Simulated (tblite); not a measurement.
# C6H9GeNS: the cost of one run

The runs use tblite 0.8.0 and PySCF 2.14.0, with density-fitted response routines of our own; the level of theory stands in each step. All values are computed, except where a source is named. Atoms are numbered from 0 throughout.

### Step 1. Starting geometry

18 atoms, charge 0, multiplicity 1; geometry from: force field or distance geometry start.

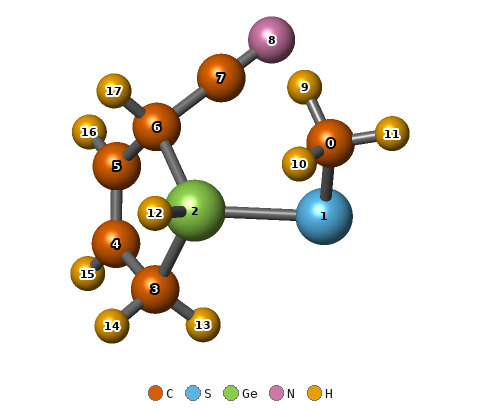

As it starts; carbon orange, sulfur blue, germanium green, nitrogen pink, hydrogen amber, atoms numbered.

### Step 2. Optimising the geometry with GFN2-xTB

What the job is given:

```
{"job": {"kind": "relax", "xc": "GFN2-xTB", "basis": "xTB"}, "charge": 0, "multiplicity": 1}
C      3.018900     0.520000     0.313900
S      1.774900     1.162800    -0.873100
Ge     0.376900    -0.532600    -0.513000
C     -1.129900    -0.419500    -1.734300
C     -2.321300    -0.224600    -0.834300
C     -2.144800    -0.147200     0.482700
C     -0.751000    -0.268100     1.032800
C     -0.371700     0.956500     1.756500
N     -0.077700     1.914000     2.319200
H      2.565100     0.453000     1.335300
H      3.363900    -0.478800    -0.010800
H      3.870000     1.215300     0.347500
H      1.043400    -1.919500    -0.530100
H     -1.006100     0.433100    -2.418300
H     -1.232700    -1.366000    -2.292100
H     -3.316600    -0.136800    -1.257500
H     -2.986700    -0.001000     1.151900
H     -0.683100    -1.154300     1.711900
```

Command:

```
> OMP_NUM_THREADS=1 python probes_run.py task.json out
```

The driver reads the jobs from task.json and runs them one after another.

**Question.** How long does this first job take on 1 thread of Arm Neoverse N1, shared host, and how much memory does it need?

About 1.6 s, with a peak of 0.18 GiB.
